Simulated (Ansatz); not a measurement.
**Run report: CH₆O₂Sn, geometry relaxation**

The run: geometry relaxation of CH₆O₂Sn. Method and program: RKS PBE0-D4/def2-SVP (Ansatz 0.2.0).

It belongs to a series of runs on one base structure; here: end point A relaxed. Figures and captions count atoms from 1; the log counts them from 0 in places.

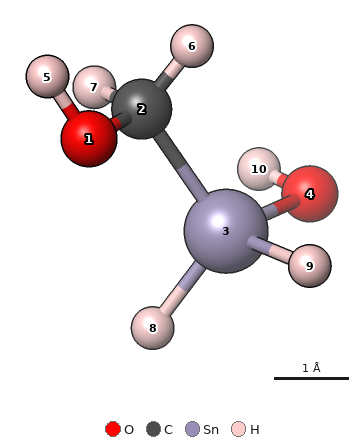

The starting structure (ball-and-stick view, seen at a tilt; atoms are numbered from 1 in the order of the input). Sticks mark near contacts.

### Summary

```json
{"quantity": "outcome", "value": "converged"}
{"quantity": "total energy", "value": "−11049.8751 eV"}
{"quantity": "mean-field energy", "value": "−11049.7302 eV"}
{"quantity": "largest force (length of the vector) at the end", "value": "0.013 eV/Å"}
{"quantity": "hardware", "value": "2 threads of AMD EPYC (Zen 5), 16 GiB of memory available, shared host"}
{"quantity": "wall time", "value": "9.2 s (CPU time 18 s)"}
{"quantity": "peak memory", "value": "0.24 GiB"}
```

### Input
```yaml
crystal:
  periodic: [false, false, false]
  atoms:
    - { symbol: O, position_ang: [-1.9701, 0.3089, -0.0825] }
    - { symbol: C, position_ang: [-0.6857, 0.6676, -0.357] }
    - { symbol: Sn, position_ang: [0.5508, -0.7678, 0.5877] }
    - { symbol: O, position_ang: [2.5524, -0.3171, 0.2256] }
    - { symbol: H, position_ang: [-2.5568, 1.0385, -0.5746] }
    - { symbol: H, position_ang: [-0.4417, 1.6954, 0.042] }
    - { symbol: H, position_ang: [-0.4619, 0.6463, -1.4466] }
    - { symbol: H, position_ang: [0.2607, -2.3474, -0.0288] }
    - { symbol: H, position_ang: [0.3061, -0.7168, 2.371] }
    - { symbol: H, position_ang: [2.5292, -0.2587, -0.734] }
basis:
  gaussian: { orbitals: def2-SVP }
hamiltonian:
  xc: pbe0
  dispersion: d4
relax:
  f_tol: 0.02
  max_steps: 50
output:
  orbitals: {}
```

Run as:
```bash
ansatz run input.yaml --threads 2 --pin off --max-ram 3072MiB --backend cpu --events-out ev --progress --plain --runs-dir out
```

### Output
```
The last accepted step is kept in [file] (removed where the run ends without a failure and the disk answers)
Engine: ansatz 0.2.0, x86_64-unknown-linux-gnu
Functional definition: PBE0
  parameter a = 0.25
  parameter kappa = 0.804
  parameter beta = 0.06672455060314922
  exchange = (1 - a)*pbe_x(kappa = kappa, mu = beta*pi^2/3) + a*exact_x
  correlation = pbe_c(beta = beta)
1142 factors; integrals over basis functions are off by at most 3.7e-4 eV
mean field evaluation 1: about -11041.1682 eV, gradient 6.4e1 eV
mean field evaluation 2: about -11021.3607 eV, gradient 1.2e2 eV
mean field evaluation 4: about -11049.1554 eV, gradient 6.9e0 eV
mean field evaluation 8: about -11049.2790 eV, gradient 8.9e-2 eV
mean field evaluation 16: about -11049.2790 eV, gradient 2.2e-5 eV
mean field -11049.27900328 eV, -406.0535139001 hartree, gradient 2.2e-5 eV, S^2 0.000000; 0 other end points of the search recorded, 0 dependent functions left out
the calculation of the forces begins
reference -11049.27903403 eV, -406.0535150304 hartree; 25, 25 occupied and 73, 73 virtual orbitals, 1142 factors
relax step   1: F+E_penalty+E_count = -11049.42381706 eV  Δ(F+E_penalty+E_count) = +0.000e0 eV  max|allowed force component| = 3.516e0 eV/Å  Δτ_max = 0.0000 Å  (26 SCF iters, accepted)
these checks for a lower state are left out or cut short: starts, cluster_reference, orbital_swaps, neighbouring_geometries, increment
1142 factors; integrals over basis functions are off by at most 3.8e-4 eV
mean field -11049.61943388 eV, -406.0660244941 hartree, gradient 2.5e-5 eV, S^2 0.000000; 0 other end points of the search recorded, 0 dependent functions left out
the calculation of the forces begins
reference -11049.61946409 eV, -406.0660256044 hartree; 25, 25 occupied and 73, 73 virtual orbitals, 1142 factors
relax step   2: F+E_penalty+E_count = -11049.76492440 eV  Δ(F+E_penalty+E_count) = -3.411e-1 eV  max|allowed force component| = 1.426e0 eV/Å  Δτ_max = 0.1921 Å  (29 SCF iters, accepted)
these checks for a lower state are left out or cut short: starts, cluster_reference, orbital_swaps, neighbouring_geometries, increment
1142 factors; integrals over basis functions are off by at most 3.7e-4 eV
mean field -11049.71784195 eV, -406.0696409241 hartree, gradient 9.1e-6 eV, S^2 0.000000; 0 other end points of the search recorded, 0 dependent functions left out
the calculation of the forces begins
reference -11049.71787183 eV, -406.0696420221 hartree; 25, 25 occupied and 73, 73 virtual orbitals, 1142 factors
relax step   3: F+E_penalty+E_count = -11049.86278373 eV  Δ(F+E_penalty+E_count) = -9.786e-2 eV  max|allowed force component| = 5.362e-1 eV/Å  Δτ_max = 0.1127 Å  (30 SCF iters, accepted)
these checks for a lower state are left out or cut short: starts, cluster_reference, orbital_swaps, neighbouring_geometries, increment
1142 factors; integrals over basis functions are off by at most 3.7e-4 eV
mean field evaluation 32: about -11049.6901 eV, gradient 1.2e-1 eV
mean field -11049.72235386 eV, -406.0698067334 hartree, gradient 9.8e-6 eV, S^2 0.000000; 0 other end points of the search recorded, 0 dependent functions left out
the calculation of the forces begins
reference -11049.72238373 eV, -406.0698078311 hartree; 25, 25 occupied and 73, 73 virtual orbitals, 1142 factors
relax step   4: F+E_penalty+E_count = -11049.86713096 eV  Δ(F+E_penalty+E_count) = -4.347e-3 eV  max|allowed force component| = 1.860e-1 eV/Å  Δτ_max = 0.1373 Å  (30 SCF iters, accepted)
these checks for a lower state are left out or cut short: starts, cluster_reference, orbital_swaps, neighbouring_geometries, increment
1142 factors; integrals over basis functions are off by at most 3.7e-4 eV
mean field -11049.72070347 eV, -406.0697460830 hartree, gradient 1.3e-5 eV, S^2 0.000000; 0 other end points of the search recorded, 0 dependent functions left out
the calculation of the forces begins
reference -11049.72073321 eV, -406.0697471756 hartree; 25, 25 occupied and 73, 73 virtual orbitals, 1142 factors
relax step   5: F+E_penalty+E_count = -11049.86549361 eV  Δ(F+E_penalty+E_count) = +1.637e-3 eV  max|allowed force component| = 3.021e-1 eV/Å  Δτ_max = 0.2000 Å  (28 SCF iters, rejected (line search))
these checks for a lower state are left out or cut short: starts, cluster_reference, orbital_swaps, neighbouring_geometries, increment
1142 factors; integrals over basis functions are off by at most 3.7e-4 eV
mean field -11049.72966374 eV, -406.0700753668 hartree, gradient 6.5e-6 eV, S^2 0.000000; 0 other end points of the search recorded, 0 dependent functions left out
the calculation of the forces begins
reference -11049.72969347 eV, -406.0700764593 hartree; 25, 25 occupied and 73, 73 virtual orbitals, 1142 factors
relax step   6: F+E_penalty+E_count = -11049.87450129 eV  Δ(F+E_penalty+E_count) = -7.370e-3 eV  max|allowed force component| = 4.637e-2 eV/Å  Δτ_max = 0.0765 Å  (31 SCF iters, accepted)
these checks for a lower state are left out or cut short: starts, cluster_reference, orbital_swaps, neighbouring_geometries, increment
1142 factors; integrals over basis functions are off by at most 3.7e-4 eV
mean field -11049.72997050 eV, -406.0700866397 hartree, gradient 6.2e-6 eV, S^2 0.000000; 0 other end points of the search recorded, 0 dependent functions left out
the calculation of the forces begins
reference -11049.73000024 eV, -406.0700877329 hartree; 25, 25 occupied and 73, 73 virtual orbitals, 1142 factors
relax step   7: F+E_penalty+E_count = -11049.87482818 eV  Δ(F+E_penalty+E_count) = -3.269e-4 eV  max|allowed force component| = 3.562e-2 eV/Å  Δτ_max = 0.0232 Å  (30 SCF iters, accepted)
these checks for a lower state are left out or cut short: starts, cluster_reference, orbital_swaps, neighbouring_geometries, increment
1142 factors; integrals over basis functions are off by at most 3.7e-4 eV
mean field evaluation 64: about -11049.7302 eV, gradient 2.7e-5 eV
mean field -11049.73017557 eV, -406.0700941759 hartree, gradient 2.7e-5 eV, S^2 0.000000; 0 other end points of the search recorded, 0 dependent functions left out
the calculation of the forces begins
reference -11049.73020531 eV, -406.0700952691 hartree; 25, 25 occupied and 73, 73 virtual orbitals, 1142 factors
relax step   8: F+E_penalty+E_count = -11049.87508413 eV  Δ(F+E_penalty+E_count) = -2.559e-4 eV  max|allowed force component| = 1.249e-2 eV/Å  Δτ_max = 0.0086 Å  (30 SCF iters, accepted)
```

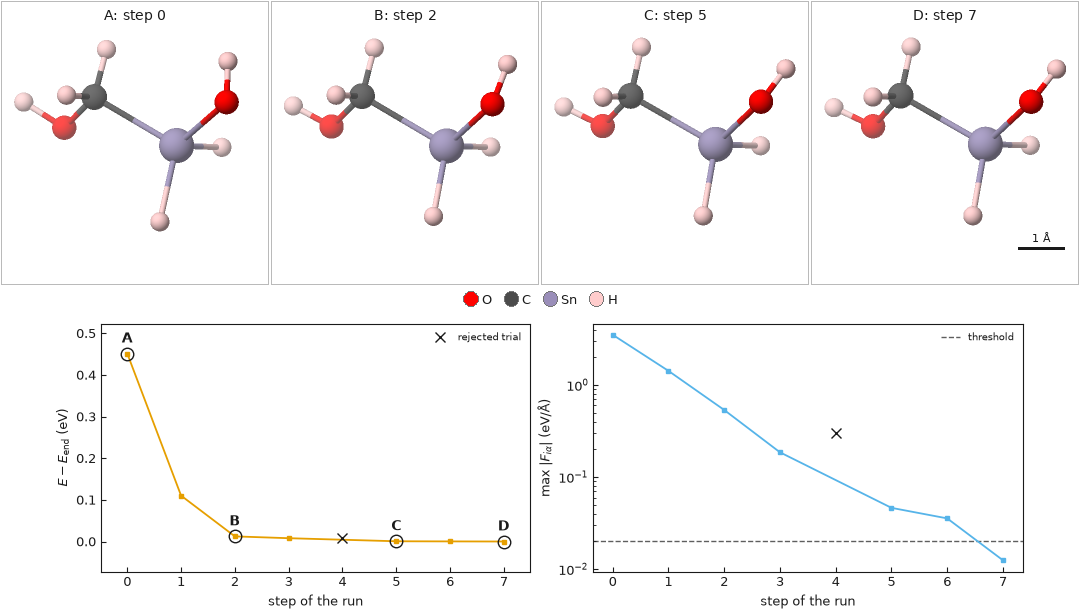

Frames of the relaxation (ball-and-stick view, seen at a tilt) above the curves, on which the letters mark them (the first geometry is step 0 here and step 1 in the log).

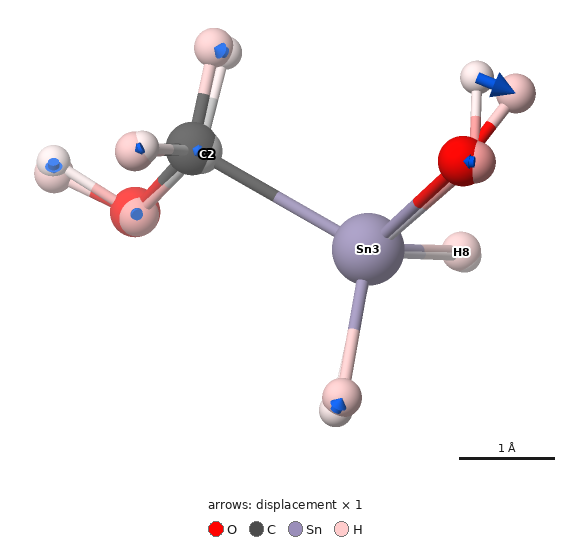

Start (faint) and end (solid) with the displacements as blue arrows, at true length (ball-and-stick view, seen at a tilt). The two geometries are laid on each other by the best rigid fit. The atom that moves furthest after the best rigid fit is H10 (0.44 Å). By element the largest moves are H 0.44 Å, O 0.12 Å, C 0.08 Å, Sn 0.04 Å. Among the contacts that change: O1–H5 1.058 → 0.963 Å, Sn3–H9 1.801 → 1.710 Å, Sn3–O4 2.083 → 1.997 Å, C2–Sn3 2.117 → 2.165 Å. Among the angles that change: Sn3–O4–H10 99.4° → 112.4°, C2–O1–H5 104.3° → 109.0°, O4–Sn3–H9 107.3° → 103.5°. After 7 geometry steps the energy has fallen by 0.451 eV. The largest force component goes from 3.5 to 0.012 eV/Å. The line search rejected the trial step at point 4 (counted from 0) and went back. (Atoms are counted from 1 in the order of the input.)

```
1142 factors; integrals over basis functions are off by at most 3.7e-4 eV
mean field -11049.73017557 eV, -406.0700941759 hartree, gradient 2.7e-5 eV, S^2 0.000000; 1 other end points of the search recorded, 0 dependent functions left out
the calculation of the forces begins
reference -11049.73020531 eV, -406.0700952691 hartree; 25, 25 occupied and 73, 73 virtual orbitals, 1142 factors
Total energy: -11049.87511388 eV, -406.0754205606 hartree
Atom 0 at    -2.037052     0.286586    -0.141060 Å, force    -0.003610    -0.001489     0.000909 eV/Å
Atom 1 at    -0.727448     0.739011    -0.373546 Å, force     0.006497     0.004122    -0.004027 eV/Å
Atom 2 at     0.555879    -0.725996     0.572888 Å, force    -0.001459    -0.008004     0.006917 eV/Å
Atom 3 at     2.459729    -0.238838     0.219220 Å, force     0.012488     0.004232    -0.001609 eV/Å
Atom 4 at    -2.659039     0.922976    -0.509460 Å, force    -0.003496    -0.000190     0.000278 eV/Å
Atom 5 at    -0.518260     1.727584     0.078243 Å, force    -0.000847    -0.000909    -0.001628 eV/Å
Atom 6 at    -0.470256     0.803411    -1.448741 Å, force    -0.002886     0.001990     0.000184 eV/Å
Atom 7 at     0.259502    -2.297327    -0.058448 Å, force    -0.002848    -0.000329    -0.003356 eV/Å
Atom 8 at     0.438461    -0.668766     2.277404 Å, force    -0.001824     0.001601     0.001482 eV/Å
Atom 9 at     2.781484    -0.599740    -0.613699 Å, force    -0.002014    -0.001023     0.000850 eV/Å
Dipole moment:    -0.306842     0.166511    -0.401417 e Å
```

### Trajectory as extended XYZ (Å, eV, eV/Å), 8 frames, from step=1 to step=8
```
10
Properties=species:S:1:pos:R:3:forces:R:3 step=1 energy=-11049.42382
O    -1.9701    0.3089   -0.0825   -3.5159   2.2216  -1.5268
C    -0.6857    0.6676   -0.3570    1.2246   1.3441  -0.4497
Sn    0.5508   -0.7678    0.5877    1.3162  -0.3400   1.4182
O     2.5524   -0.3171    0.2256   -1.5690  -0.2910   0.3622
H    -2.5568    1.0385   -0.5746    1.5618  -2.6286   1.7856
H    -0.4417    1.6954    0.0420    0.1505  -0.5661  -0.3437
H    -0.4619    0.6463   -1.4466    0.1401   0.1821   0.0919
H     0.2607   -2.3474   -0.0288    0.0145   0.0231  -0.0001
H     0.3061   -0.7168    2.3710    0.2616  -0.0243  -1.0396
H     2.5292   -0.2587   -0.7340    0.4157   0.0792  -0.2982
10
Properties=species:S:1:pos:R:3:forces:R:3 step=2 energy=-11049.76492
O    -2.0211    0.3317   -0.1155   -1.2689   0.9054  -0.5723
C    -0.7080    0.6975   -0.3829    0.7007   0.1747   0.0755
Sn    0.5286   -0.7841    0.6277    0.2098   0.0349  -1.4259
O     2.4449   -0.3050    0.2892    0.1202  -0.0201  -1.2617
H    -2.6146    1.0015   -0.5417    0.6632  -0.9417   0.6087
H    -0.4224    1.6935    0.0302   -0.0991  -0.1844  -0.0877
H    -0.4590    0.7122   -1.4660   -0.0075  -0.0406   0.1027
H     0.2600   -2.3583   -0.0044   -0.0638  -0.0154  -0.0092
H     0.4554   -0.7215    2.2502   -0.1426   0.0703   1.3599
H     2.6193   -0.3185   -0.6840   -0.1118   0.0169   1.2100
10
Properties=species:S:1:pos:R:3:forces:R:3 step=3 energy=-11049.86278
O    -2.0427    0.3266   -0.1232   -0.0262  -0.0436   0.0222
C    -0.7184    0.7047   -0.3730    0.2928   0.0977  -0.0239
Sn    0.5516   -0.7681    0.5973   -0.0506   0.0463  -0.2737
O     2.4641   -0.2796    0.2652    0.0284  -0.0937  -0.5362
H    -2.6305    0.9740   -0.5258   -0.0390   0.0094  -0.0045
H    -0.4506    1.6999    0.0407   -0.0717  -0.0822  -0.0192
H    -0.4547    0.7213   -1.4506   -0.0737   0.0060   0.0215
H     0.2358   -2.3362   -0.0353    0.0302   0.0035   0.0056
H     0.4298   -0.6960    2.2801   -0.0067  -0.0030   0.2898
H     2.6986   -0.3977   -0.6727   -0.0832   0.0594   0.5185
10
Properties=species:S:1:pos:R:3:forces:R:3 step=4 energy=-11049.86713
O    -2.0389    0.2992   -0.1624   -0.0998  -0.0759   0.1070
C    -0.7203    0.7270   -0.3790   -0.0782  -0.0078  -0.0088
Sn    0.5422   -0.7372    0.6028    0.1860  -0.0358  -0.1797
O     2.4532   -0.2731    0.2327   -0.0230   0.0532   0.0462
H    -2.6494    0.9556   -0.5143    0.0208   0.0123  -0.0119
H    -0.5019    1.7122    0.0711    0.0160   0.0734   0.0014
H    -0.4689    0.7846   -1.4552    0.1330  -0.0043   0.0087
H     0.2899   -2.3069   -0.0488   -0.0890  -0.0242   0.0368
H     0.4440   -0.6832    2.3093   -0.0220   0.0195  -0.0389
H     2.7331   -0.5292   -0.6533   -0.0439  -0.0103   0.0393
10
Properties=species:S:1:pos:R:3:forces:R:3 step=5 energy=-11049.86549 accepted=F
O    -2.0513    0.2797   -0.1230    0.2229   0.1682  -0.1477
C    -0.7455    0.7501   -0.3707    0.0337  -0.1218   0.0765
Sn    0.5562   -0.7159    0.5394    0.0413   0.0185   0.2727
O     2.4603   -0.2105    0.2100    0.0930  -0.1638  -0.3021
H    -2.6598    0.9125   -0.5161   -0.1730  -0.0301   0.0206
H    -0.5416    1.7378    0.0846   -0.0044  -0.0134   0.0125
H    -0.4881    0.8198   -1.4445   -0.0966   0.0094  -0.0476
H     0.2505   -2.2922   -0.0719    0.0221   0.0060  -0.0470
H     0.4709   -0.6594    2.2502   -0.0615  -0.0163  -0.0297
H     2.8313   -0.6731   -0.5552   -0.0776   0.1435   0.1918
10
Properties=species:S:1:pos:R:3:forces:R:3 step=6 energy=-11049.87450
O    -2.0431    0.2920   -0.1453    0.0464  -0.0045  -0.0179
C    -0.7283    0.7354   -0.3702   -0.0111   0.0162   0.0068
Sn    0.5562   -0.7314    0.5746   -0.0208   0.0089   0.0360
O     2.4582   -0.2348    0.2191   -0.0233  -0.0121  -0.0075
H    -2.6568    0.9317   -0.5218   -0.0038  -0.0034   0.0026
H    -0.5181    1.7240    0.0822    0.0108  -0.0178   0.0011
H    -0.4619    0.8003   -1.4433   -0.0264  -0.0025  -0.0048
H     0.2624   -2.3066   -0.0507    0.0030   0.0157  -0.0063
H     0.4477   -0.6720    2.2792   -0.0098  -0.0018   0.0094
H     2.7668   -0.5898   -0.6209    0.0350   0.0014  -0.0194
10
Properties=species:S:1:pos:R:3:forces:R:3 step=7 energy=-11049.87483
O    -2.0404    0.2856   -0.1489    0.0026   0.0049   0.0210
C    -0.7293    0.7377   -0.3727    0.0109  -0.0154  -0.0069
Sn    0.5557   -0.7260    0.5765    0.0253  -0.0036  -0.0356
O     2.4586   -0.2346    0.2130   -0.0119  -0.0021   0.0090
H    -2.6593    0.9280   -0.5120   -0.0052  -0.0020  -0.0003
H    -0.5193    1.7243    0.0825   -0.0155   0.0108   0.0006
H    -0.4694    0.8047   -1.4470    0.0173   0.0025   0.0009
H     0.2594   -2.2975   -0.0551   -0.0011  -0.0006   0.0013
H     0.4416   -0.6708    2.2817    0.0023   0.0068  -0.0047
H     2.7854   -0.6024   -0.6152   -0.0249  -0.0014   0.0149
10
Properties=species:S:1:pos:R:3:forces:R:3 step=8 energy=-11049.87508
O    -2.0371    0.2866   -0.1411   -0.0036  -0.0015   0.0009
C    -0.7274    0.7390   -0.3735    0.0065   0.0041  -0.0040
Sn    0.5559   -0.7260    0.5729   -0.0015  -0.0080   0.0069
O     2.4597   -0.2388    0.2192    0.0125   0.0042  -0.0016
H    -2.6590    0.9230   -0.5095   -0.0035  -0.0002   0.0003
H    -0.5183    1.7276    0.0782   -0.0008  -0.0009  -0.0016
H    -0.4703    0.8034   -1.4487   -0.0029   0.0020   0.0002
H     0.2595   -2.2973   -0.0584   -0.0028  -0.0003  -0.0034
H     0.4385   -0.6688    2.2774   -0.0018   0.0016   0.0015
H     2.7815   -0.5997   -0.6137   -0.0020  -0.0010   0.0008
```

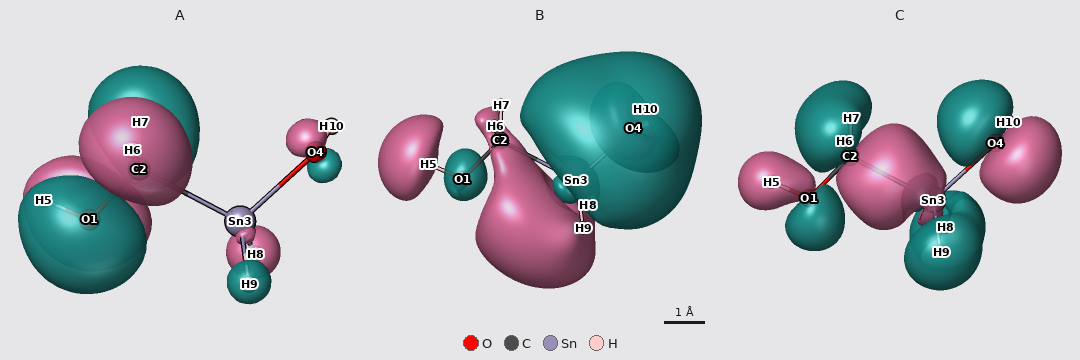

Three frontier orbitals at ±0.06 Å⁻³ᐟ² (teal and pink are the two phases). A is the HOMO−1 (−8.01 eV). C is the HOMO (−7.41 eV). It lies mainly on O4 (40 %), C2 (20 %), Sn3 (15 %) and O1 (10 %). B is the LUMO (0.15 eV). It lies mainly on Sn3 (50 %), O4 (15 %) and H10 (10 %). The HOMO–LUMO gap is 7.56 eV between the orbital energies.

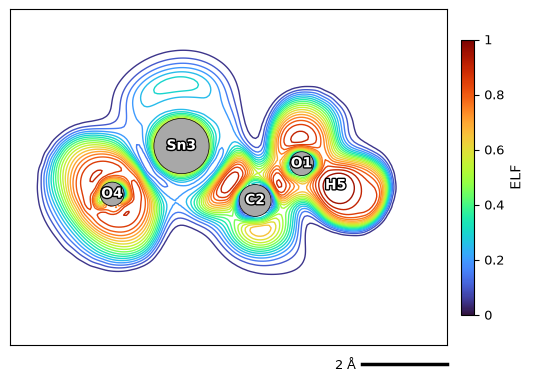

ELF on the plane of atoms O1, C2 and Sn3. Grey discs, where drawn, cover atomic cores. The section cuts through O, C, Sn and H sites. C–O (1.40 Å): the ELF peaks at about 0.90 between the atoms (a shared but strongly polarised pair). Sn–O (2.00 Å): the ELF peaks at about 0.85 in the valence shell of O, 0.6 Å from its nucleus, and drops to about 0.10 between the two atoms. C–Sn (2.17 Å): the ELF peaks at about 0.95 in the valence shell of C, 0.7 Å from its nucleus, and drops to about 0.15 between the two atoms.
